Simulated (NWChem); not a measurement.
**Energy and gradient calculation of SF₂**

System: SF₂ (sulfur difluoride), SMILES FSF.
Method: HF/3-21G, RHF (NWChem 7.3.0).

The geometry comes from this level: PBE0-D4/def2-TZVP.

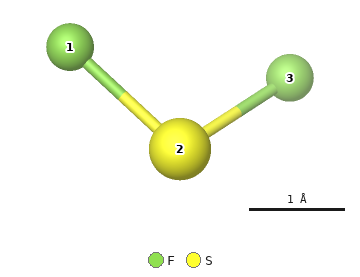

Fig. 1: The structure (ball-and-stick view, seen at a tilt; atoms are numbered from 1 in the order of the input). Bond lengths as drawn: F–S 1.59 Å.

### Input
```
echo
start sp
title "F2S"
memory stack 880 mb heap 220 mb global 1100 mb

geometry noautosym nocenter noautoz
  load format xyz sp.xyz
end

basis spherical bse
  * library 3-21G
end

scf
  singlet
  rhf
  thresh 1e-08
  maxiter 80
  print low
end

task scf gradient
```

### File sp.xyz
```
3
F2S
F      0.440140     1.116450     0.365400
S     -0.601990     0.126530    -0.315250
F      0.161840    -1.242970    -0.050150
```

Launched with:
```bash
nwchem sp.nw > sp.out
```

### Log
```
============================== echo of input deck ==============================
echo
start sp
title "F2S"
memory stack 880 mb heap 220 mb global 1100 mb

geometry noautosym nocenter noautoz
  load format xyz sp.xyz
end

basis spherical bse
  * library 3-21G
end

scf
  singlet
  rhf
  thresh 1e-08
  maxiter 80
  print low
end

task scf gradient
================================================================================

             Northwest Computational Chemistry Package (NWChem) 7.3.0
             --------------------------------------------------------

           Job information
           ---------------

    nwchem branch   = 7.3.0
    use scalapack   = T
    input           = sp.nw
    prefix          = sp.
    data base       = ./sp.db
    status          = startup
    nproc           =        1

           Memory information
           ------------------

    heap     =     28835838 doubles =      220.0 Mbytes
    stack    =    115343355 doubles =      880.0 Mbytes
    global   =    144179200 doubles =     1100.0 Mbytes (distinct from heap & stack)
    total    =    288358393 doubles =     2200.0 Mbytes
    verify   = yes
    hardfail = no

           Directory information
           ---------------------

  0 permanent = .
  0 scratch   = .

                                NWChem Input Module
                                -------------------

                                        F2S
                                        ---

 Scaling coordinates for geometry "geometry" by  1.889725989
 (inverse scale =  0.529177249)

                             Geometry "geometry" -> ""
                             -------------------------

 Output coordinates in angstroms (scale by  1.889725989 to convert to a.u.)

  No.       Tag          Charge          X              Y              Z
 ---- ---------------- ---------- -------------- -------------- --------------
    1 F                    9.0000     0.44014000     1.11645000     0.36540000
    2 S                   16.0000    -0.60199000     0.12653000    -0.31525000
    3 F                    9.0000     0.16184000    -1.24297000    -0.05015000

      Atomic Mass
      -----------

      F                 18.998400
      S                 31.972070

 Effective nuclear repulsion energy (a.u.)     113.6011492762

            Nuclear Dipole moment (a.u.)
            ----------------------------
        X                 Y               Z
 ---------------- ---------------- ----------------
    -7.9633431104     1.6739192807    -4.1701528253

            XYZ format geometry
            -------------------
     3
 geometry
 F                     0.44014000     1.11645000     0.36540000
 S                    -0.60199000     0.12653000    -0.31525000
 F                     0.16184000    -1.24297000    -0.05015000

 ==============================================================================
                                internuclear distances
 ------------------------------------------------------------------------------
       center one      |      center two      | atomic units |  angstroms
 ------------------------------------------------------------------------------
    2 S                |   1 F                |     3.00535  |     1.59037
    3 F                |   2 S                |     3.00534  |     1.59036
 ------------------------------------------------------------------------------
                         number of included internuclear distances:          2
 ==============================================================================

 ==============================================================================
                                 internuclear angles
 ------------------------------------------------------------------------------
        center 1       |       center 2       |       center 3       |  degrees
 ------------------------------------------------------------------------------
    1 F                |   2 S                |   3 F                |    98.62
 ------------------------------------------------------------------------------
                            number of included internuclear angles:          1
 ==============================================================================

 Summary of "ao basis" -> "" (spherical)
 ------------------------------------------------------------------------------
       Tag                 Description            Shells   Functions and Types
 ---------------- ------------------------------  ------  ---------------------
 *                           3-21G                    on all atoms

                      Basis "ao basis" -> "ao basis" (spherical)
                      -----
  [basis functions not shown]

 Summary of "ao basis" -> "ao basis" (spherical)
 ------------------------------------------------------------------------------
       Tag                 Description            Shells   Functions and Types
 ---------------- ------------------------------  ------  ---------------------
 F                           3-21G                   5        9   3s2p
 S                           3-21G                   7       13   4s3p

                                 NWChem SCF Module
                                 -----------------

                                        F2S

  ao basis        = "ao basis"
  functions       =    31
  atoms           =     3
  closed shells   =    17
  open shells     =     0
  charge          =   0.00
  wavefunction    = RHF
  input vectors   = atomic
  output vectors  = ./sp.movecs
  use symmetry    = F
  symmetry adapt  = F

 Forming initial guess at       0.0s

 Starting SCF solution at       0.0s

       Final RHF  results
       ------------------

         Total SCF energy =   -593.278254162343
      One-electron energy =  -1050.192789067780
      Two-electron energy =    343.313385629285
 Nuclear repulsion energy =    113.601149276152

        Time for solution =      0.3s

                              NWChem Gradients Module
                              -----------------------

                         RHF ENERGY GRADIENTS

    atom               coordinates                        gradient
                 x          y          z           x          y          z
   1 F       0.831744   2.109785   0.690506   -0.034950  -0.031271  -0.022612
   2 S      -1.137596   0.239107  -0.595736    0.061013  -0.012828   0.031951
   3 F       0.305833  -2.348873  -0.094770   -0.026063   0.044099  -0.009339

 Task  times  cpu:        0.4s     wall:        0.4s
 Total times  cpu:        0.4s     wall:        0.4s
```

### Key numbers

```json
{"quantity": "outcome", "value": "converged"}
{"quantity": "total energy", "value": "−593.278254 hartree"}
{"quantity": "basis functions", "value": "31"}
{"quantity": "largest force", "value": "3.602 eV/Å"}
{"quantity": "hardware", "value": "1 thread of Intel Xeon (Sapphire Rapids), 16 GiB of memory available, shared host"}
{"quantity": "wall time", "value": "0.97 s"}
{"quantity": "peak memory", "value": "0.1 GiB"}
```
